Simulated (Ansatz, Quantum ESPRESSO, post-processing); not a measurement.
# Work-function anisotropy of Sr, part 6 of 6

Aim: the work function of the low-index faces of Sr, their order, and how far the functional matters.

Quantum ESPRESSO 7.5; plane-wave DFT, PBE, GBRV ultrasoft pseudopotentials; geometry and cross-check by Ansatz 0.2.0 with PAW datasets.

So far. Step 11 (Potential by pp.x of (100)): On (100) the work function under LDA lies +0.14 eV from PBE's. Step 12 (Relaxation with Ansatz of (110)): The relaxation lowers the energy by 2 meV an atom. Held were the atoms numbered 3, 4 and 5; the forces quoted are those on the free ones.

### Step 15. SCF with pw.x of (110), LDA

Level of this step: plane-wave DFT, LDA, GBRV ultrasoft pseudopotentials (Quantum ESPRESSO 7.5).

110.lda.in reads:

```
&control
  prefix = '110.lda'
  outdir = './out'
  pseudo_dir = './pseudo'
  calculation = 'scf'
  tprnfor = .true.
/
&system
  ibrav = 0
  nat = 7
  ntyp = 1
  ecutwfc = 40
  ecutrho = 200
  occupations = 'smearing'
  smearing = 'mv'
  degauss = 0.02
/
&electrons
  conv_thr = 1e-07
  mixing_beta = 0.4
  electron_maxstep = 120
  mixing_mode = 'local-TF'
/
ATOMIC_SPECIES
  Sr  87.6200  sr_lda_v1.uspp.F.UPF
CELL_PARAMETERS angstrom
  6.08000000000000 0.00000000000000 0.00000000000000
  0.00000000000000 4.29920922960000 0.00000000000000
  0.00000000000000 0.00000000000000 28.89762768880000
ATOMIC_POSITIONS crystal
  Sr  0.000000000000 0.000000000000 0.281312948731
  Sr  0.500000000000 0.500000000000 0.353660876950
  Sr  0.000000000000 0.000000000000 0.425613111300
  Sr  0.500000000000 0.500000000000 0.500000000000
  Sr  0.000000000000 0.000000000000 0.574386888700
  Sr  0.500000000000 0.500000000000 0.646339126100
  Sr  0.000000000000 0.000000000000 0.718687030358
K_POINTS automatic
  4 8 1 0 0 0
```

Run with:

```sh
$ OMP_NUM_THREADS=1 mpirun -n 4 pw.x -nk 2 -in 110.lda.in > 110.lda.out
```

What it wrote:

```text
[banner, memory and clock lines left out]
Program PWSCF v.7.5 starts
[...]
Message from routine setup:
[...]
number of electrons       =        70.00
     number of Kohn-Sham states=           42
     kinetic-energy cutoff     =      40.0000  Ry
     charge density cutoff     =     200.0000  Ry
[...]
number of k points=    15  Marzari-Vanderbilt smearing, width (Ry)=  0.0200
[...]
Dense  grid:   243599 G-vectors     FFT dimensions: (  54,  40, 250)
[...]
negative rho (up, down):  4.370E-01 0.000E+00
     Starting wfcs are   91 randomized atomic wfcs
[...]
negative rho (up, down):  4.383E-01 0.000E+00
[...]
estimated scf accuracy    <       0.95962676 Ry
[...]
negative rho (up, down):  4.439E-01 0.000E+00
[...]
estimated scf accuracy    <       0.57645879 Ry
[...]
negative rho (up, down):  4.473E-01 0.000E+00
[...]
estimated scf accuracy    <       0.04038383 Ry
[...]
negative rho (up, down):  4.539E-01 0.000E+00
[...]
estimated scf accuracy    <       0.02395341 Ry
[...]
negative rho (up, down):  4.539E-01 0.000E+00
[...]
estimated scf accuracy    <       0.00353431 Ry
[...]
negative rho (up, down):  4.532E-01 0.000E+00
[...]
estimated scf accuracy    <       0.00387947 Ry
[...]
negative rho (up, down):  4.543E-01 0.000E+00
[...]
estimated scf accuracy    <       0.00506640 Ry
[...]
negative rho (up, down):  4.530E-01 0.000E+00
[...]
estimated scf accuracy    <       0.00808315 Ry
[...]
negative rho (up, down):  4.533E-01 0.000E+00
[...]
estimated scf accuracy    <       0.00031904 Ry
[...]
negative rho (up, down):  4.538E-01 0.000E+00
[...]
estimated scf accuracy    <       0.00015933 Ry
[...]
negative rho (up, down):  4.537E-01 0.000E+00
[...]
estimated scf accuracy    <       0.00005075 Ry
[...]
negative rho (up, down):  4.535E-01 0.000E+00
[...]
estimated scf accuracy    <       0.00000408 Ry
[...]
negative rho (up, down):  4.537E-01 0.000E+00
[...]
estimated scf accuracy    <       0.00000223 Ry
[...]
negative rho (up, down):  4.536E-01 0.000E+00
[...]
the Fermi energy is     1.2751 ev
!    total energy              =    -491.33652893 Ry
     estimated scf accuracy    <       0.00000009 Ry
     smearing contrib. (-TS)   =      -0.00352743 Ry
     internal energy E=F+TS    =    -491.33300149 Ry
[...]
one-electron contribution =   -1633.17492154 Ry
     hartree contribution      =     813.23667266 Ry
     xc contribution           =    -126.19162451 Ry
     ewald contribution        =     454.79687189 Ry
     convergence has been achieved in  14 iterations
     negative rho (up, down):  4.536E-01 0.000E+00
[...]
Total force =     0.010355     Total SCF correction =     0.000484
[...]
```

Wall time 2.2 min (4 MPI ranks of Arm Neoverse V1, shared host); peak memory 1.4 GiB.

Numbers from this step:

- free energy: -6684.9740 eV
- Fermi energy: 1.275 eV

### Step 16. Electrostatic potential of (110)

110.lda.pot.in reads:

```
&inputpp
  prefix = '110.lda'
  outdir = './out'
  filplot = '110.lda.pot.dat'
  plot_num = 11
/
```

Run with:

```sh
$ OMP_NUM_THREADS=1 mpirun -n 4 pp.x -in 110.lda.pot.in > 110.lda.pot.out
```

The job ended after 1.2 s (4 MPI ranks; peak memory 0.22 GiB).

Numbers from this step:

| Quantity | Value |
| --- | --- |
| work function of the upper face | 2.696 eV |
| slope of the potential above | 0.002495 eV/Å |
| upper vacuum line continued to the top atoms, over the Fermi level | 2.683 eV |
| work function of the lower face | 2.697 eV |
| slope of the potential below | -0.001751 eV/Å |
| lower vacuum line continued to the bottom atoms, over the Fermi level | 2.687 eV |

On (110) the work function under LDA lies +0.13 eV from PBE's.

### Step 17. The series side by side

All levels:

| level | work function (eV) | Ansatz, PBE (eV) | CPU time (s) |
| --- | --- | --- | --- |
| (111), PBE | 2.648 | 2.679 | 172.2 |
| (111), LDA | 2.76 | - | 181 |
| (100), PBE | 2.529 | 2.544 | 267.7 |
| (100), LDA | 2.665 | - | 258.7 |
| (110), PBE | 2.563 | 2.59 | 650.2 |
| (110), LDA | 2.696 | - | 524 |

### Step 18. A check by hand

For (111) under PBE, on the run's own zero: φ = 4.557 − (1.909) = 2.648 eV.

### Step 19. Results

```json
{
  "work function of (111), PBE": "2.65 eV",
  "work function of (111), LDA": "2.76 eV",
  "work function of (100), PBE": "2.53 eV",
  "work function of (100), LDA": "2.67 eV",
  "work function of (110), PBE": "2.56 eV",
  "work function of (110), LDA": "2.70 eV"
}
```

**Reading.** Under PBE the work functions are 2.65 eV on (111), 2.56 eV on (110) and 2.53 eV on (100). In order of packing, from 16.01 to 26.14 Å² an atom, the faces are (111), (100) and (110). The work function doesn't follow that order throughout, though the faces out of order lie within 0.1 eV, the error of these thin slabs. LDA lies +0.11 to +0.14 eV from PBE on the same atoms, nearly a rigid shift. The top two spacings change by -3.0 and -1.2 % on (111), -3.6 and -2.0 % on (100) and -2.7 and -3.3 % on (110). Ansatz, with Fermi-Dirac smearing and its own datasets, agrees within 0.03 eV under PBE. The slabs are thin and unreconstructed, at the tabulated lattice constant; thickness and mesh leave some 0.05 to 0.1 eV open.

Comparison with the measured values:

| quantity | measured | (111), PBE | (100), PBE | (110), PBE |
| --- | --- | --- | --- | --- |
| work function, loosely compared (polycrystalline sample, no single face) (eV) | 2.59 | 2.65 (+0.06 eV) | 2.53 (-0.06 eV) | 2.56 (-0.03 eV) |

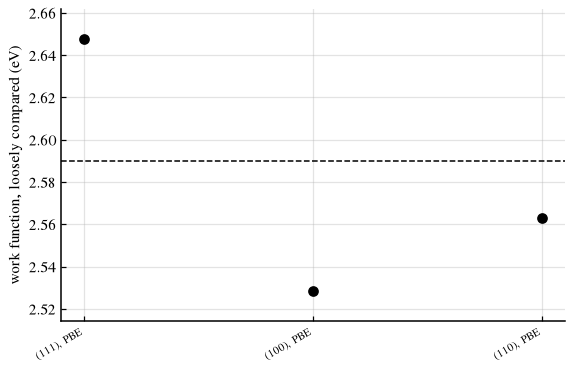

The work function, loosely compared by level; the dashed line is the measured value.

Measured values from arxiv:1902.07811 (2019).

**Verdict.** A polycrystal averages over faces, so this is a loose comparison.

[Logs are printed without paths, hosts, clocks, repeated set-up lines and the standing remarks that a program may print on its own settings, such as how far it seeks lower states.]

[Hosts, paths, dates, database ids (printed as entryN), source tags and the programs' standing remarks are cut or masked in the printed files.]

[Maps of the electrostatic potential energy from Ansatz leave out the sawtooth potential of an applied field or a dipole correction, so their vacuum need not be flat; planar profiles and work functions include it.]
